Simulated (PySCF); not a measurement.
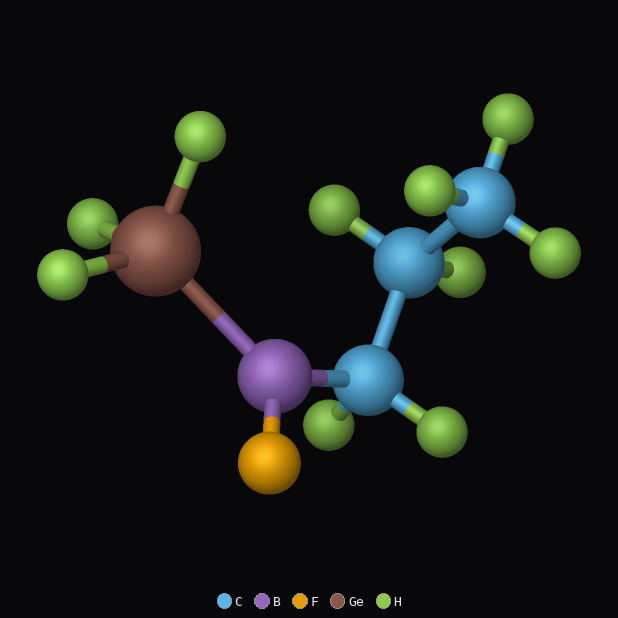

The geometry was computed by an optimisation with GFN2-xTB. No frequency run is at hand to confirm it as a minimum.

Draw it as a skeletal formula.

SMILES: CCC[B](F)[GeH3]

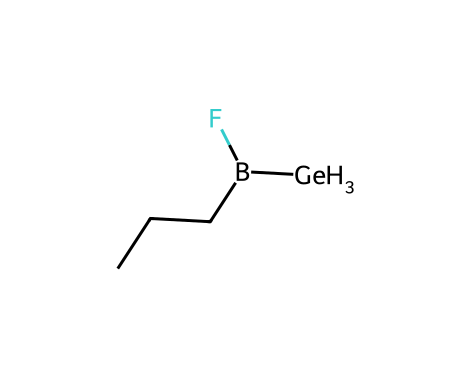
